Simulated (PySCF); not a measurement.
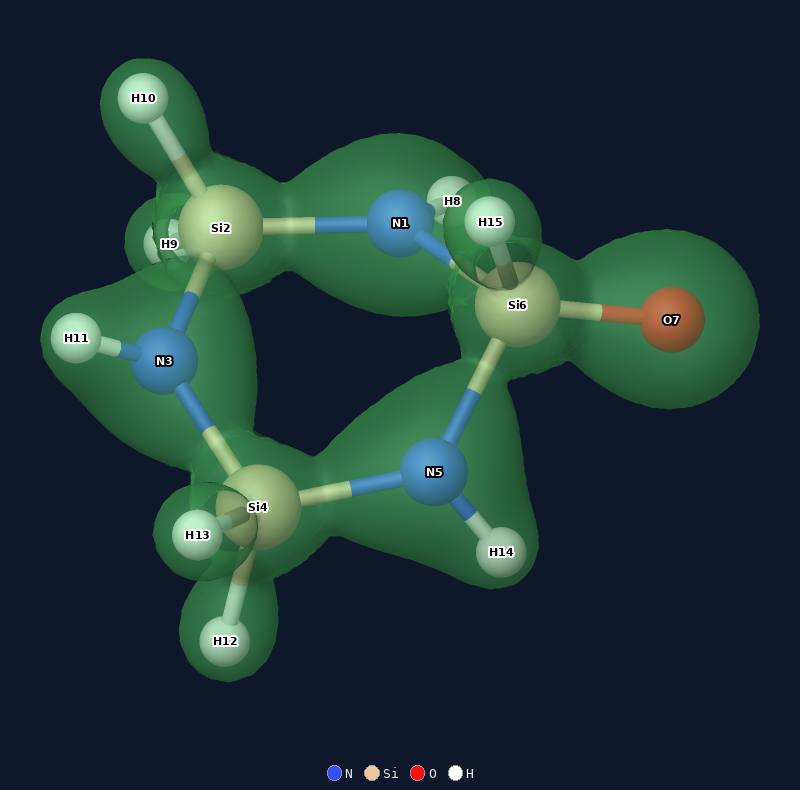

Figure. H₈N₃OSi₃ (charge −1). Isosurface of the total electron density at 0.6 e/Å³ (green), seen at a tilt.

Geometry: PBE0-D3(BJ)/def2-SVP.

Level of theory: PBE0/aug-pcSseg-1, SCF density, gas phase, non-relativistic (PySCF 2.14.0).

Input file:

```
{"job": {"kind": "nmr", "xc": "PBE0", "basis": "aug-pcSseg-1"}, "charge": -1, "multiplicity": 1}
N     -0.331326     1.617811    -0.032785
Si     0.902495     1.146627     1.038348
N      1.192848    -0.564115     0.842699
Si     0.118842    -1.767940     0.174112
N     -1.000864    -1.001251    -0.851297
Si    -0.971832     0.702186    -1.451483
O     -2.369475     1.206437    -1.932260
H     -0.996110     2.325203     0.264602
H      0.530156     1.545389     2.450870
H      2.274212     1.763385     0.853545
H      2.164905    -0.847218     0.910761
H     -0.613197    -2.576854     1.224553
H      1.063222    -2.779735    -0.443741
H     -1.938702    -1.383930    -0.924114
H      0.200108     0.708981    -2.420219
```

Run with:

```sh
OMP_NUM_THREADS=1 python cluster_run.py task.json out
```

**What does this surface tell about the bonding?**

At this value the surface is in one piece. It bridges the sampled Si–O (1.56 Å), Si–N (1.70 Å), N–H (1.01 Å) and Si–N (1.75 Å) contacts, where the density stays above the isovalue. On the grid the lowest density along these lines, outside the cores, is 1.2 e/Å³ (Si–O, 1.56 Å), 0.97 e/Å³ (Si–N, 1.70 Å), 2.2 e/Å³ (N–H, 1.01 Å) and 0.85 e/Å³ (Si–N, 1.75 Å).
